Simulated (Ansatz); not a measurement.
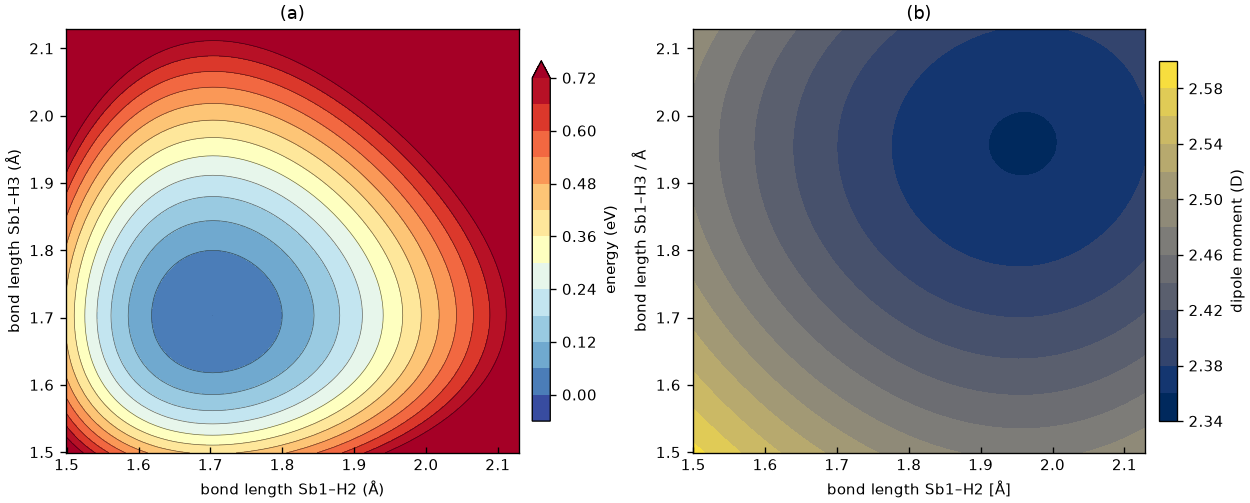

SbH2Cl. 
- The first coordinate is: bond length Sb1–H2; the second: bond length Sb1–H3.
- Nothing is relaxed (all other coordinates rigid).
- The grid has 13 × 13 points; 91 points were computed and 78 follow by symmetry.
- Points are written as (first, second).
- Energies are in eV, from the relaxed molecule at the same level.
- All numbers below come from Ansatz 0.2.0, RKS r2SCAN0-D4/def2-TZVP.

Panel (a) is the energy; panel (b) is the computed dipole moment, in D.

Drawn: filled contours, one colour for all values above the top of the scale. Between grid points the surface is interpolated.

How does the dipole moment vary over the map, and what is it at the lowest grid point?

Leaving out the highest fifth of the energies, it runs from 2.36 D at (1.971 Å, 1.971 Å) to 2.59 D at (1.499 Å, 1.499 Å). At the lowest grid point, (1.709 Å, 1.709 Å), it is 2.43 D.

```csv
"bond length Sb1–H3 ↓, bond length Sb1–H2 →",1.499,1.551,1.604,1.656,1.709,1.761,1.814,1.866,1.919,1.971,2.024,2.076,2.129
2.129,2.50,2.47,2.45,2.44,2.42,2.41,2.39,2.39,2.38,2.38,2.38,2.39,2.40
2.076,2.48,2.46,2.44,2.42,2.41,2.39,2.38,2.37,2.37,2.37,2.37,2.38,2.39
2.024,2.48,2.46,2.44,2.42,2.40,2.39,2.38,2.37,2.36,2.36,2.36,2.37,2.38
1.971,2.48,2.45,2.43,2.41,2.40,2.38,2.37,2.36,2.36,2.36,2.36,2.37,2.38
1.919,2.48,2.45,2.43,2.41,2.40,2.38,2.37,2.37,2.36,2.36,2.36,2.37,2.38
1.866,2.48,2.46,2.44,2.42,2.40,2.39,2.38,2.37,2.37,2.36,2.37,2.37,2.39
1.814,2.49,2.47,2.45,2.43,2.41,2.40,2.39,2.38,2.37,2.37,2.38,2.38,2.39
1.761,2.50,2.48,2.46,2.44,2.42,2.41,2.40,2.39,2.38,2.38,2.39,2.39,2.41
1.709,2.51,2.49,2.47,2.45,2.43,2.42,2.41,2.40,2.40,2.40,2.40,2.41,2.42
1.656,2.53,2.51,2.49,2.47,2.45,2.44,2.43,2.42,2.41,2.41,2.42,2.42,2.44
1.604,2.55,2.52,2.50,2.49,2.47,2.46,2.45,2.44,2.43,2.43,2.44,2.44,2.45
1.551,2.57,2.54,2.52,2.51,2.49,2.48,2.47,2.46,2.45,2.45,2.46,2.46,2.47
1.499,2.59,2.57,2.55,2.53,2.51,2.50,2.49,2.48,2.48,2.48,2.48,2.48,2.50
```
